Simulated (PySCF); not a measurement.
```yaml
atoms:
  - { symbol: C, position_ang: [-2.1664, 1.2822, 0.3235] }
  - { symbol: O, position_ang: [-1.5094, 0.4413, -0.6050] }
  - { symbol: B, position_ang: [-1.6932, -1.2118, -0.2720] }
  - { symbol: C, position_ang: [-0.1302, -1.6498, -0.1158] }
  - { symbol: C, position_ang: [0.6023, -0.3461, 0.1926] }
  - { symbol: C, position_ang: [2.1136, -0.3930, -0.0789] }
  - { symbol: C, position_ang: [2.7282, 0.9160, 0.3041] }
  - { symbol: O, position_ang: [3.1802, 1.7274, -0.4555] }
  - { symbol: C, position_ang: [-0.1023, 0.6687, -0.7064] }
  - { symbol: H, position_ang: [-3.2195, 1.0091, 0.3057] }
  - { symbol: H, position_ang: [-2.0554, 2.3256, 0.0149] }
  - { symbol: H, position_ang: [-1.7824, 1.1555, 1.3390] }
  - { symbol: H, position_ang: [-2.2526, -1.6251, -1.2287] }
  - { symbol: H, position_ang: [-2.3204, -1.2707, 0.7335] }
  - { symbol: H, position_ang: [0.0413, -2.3804, 0.6730] }
  - { symbol: H, position_ang: [0.2736, -2.0727, -1.0364] }
  - { symbol: H, position_ang: [0.4394, -0.0709, 1.2412] }
  - { symbol: H, position_ang: [2.2974, -0.5979, -1.1345] }
  - { symbol: H, position_ang: [2.5516, -1.1876, 0.5275] }
  - { symbol: H, position_ang: [2.7003, 1.1158, 1.3955] }
  - { symbol: H, position_ang: [0.1609, 0.4740, -1.7509] }
  - { symbol: H, position_ang: [0.1327, 1.7099, -0.4688] }
```

Geometry: GFN2-xTB.

Theory: PySCF 2.14.0, PBE0/pcSseg-1, SCF density, gas phase, non-relativistic.

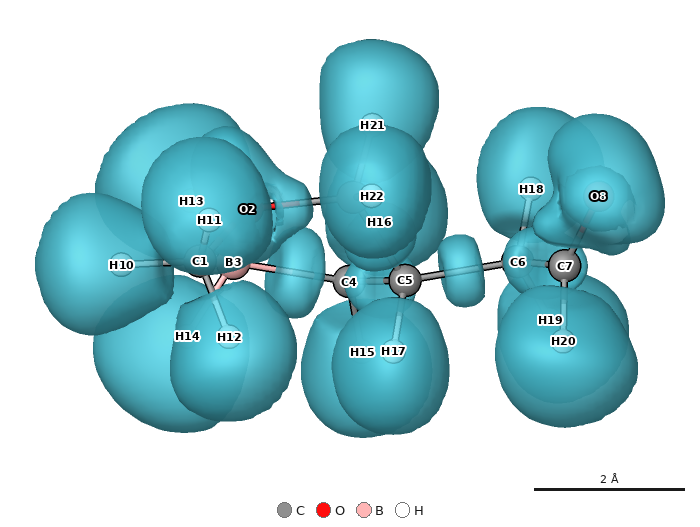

C$_{6}$H$_{13}$BO$_{2}$. Isosurface of the ELF at 0.75 (cyan), seen from one side. Only the valence region is drawn (cores and ρ < 0.01 e/Å³ removed).

Question: Identify the bonds, lone pairs and shells in this picture.

Answer: At this value the surface marks out one region between bonded B–C atoms (shared pairs), four regions between bonded C–C atoms (shared pairs), 13 regions around hydrogen nuclei and two regions on O in which the atom's valence shell and bonds are merged. Along the contacts the grid gives the following. C–O (1.20 Å): the ELF peaks at about 0.85 between the atoms: a short, multiple covalent bond. C–C (1.50 Å): the ELF peaks at about 0.95 between the atoms, as expected for a shared electron pair.
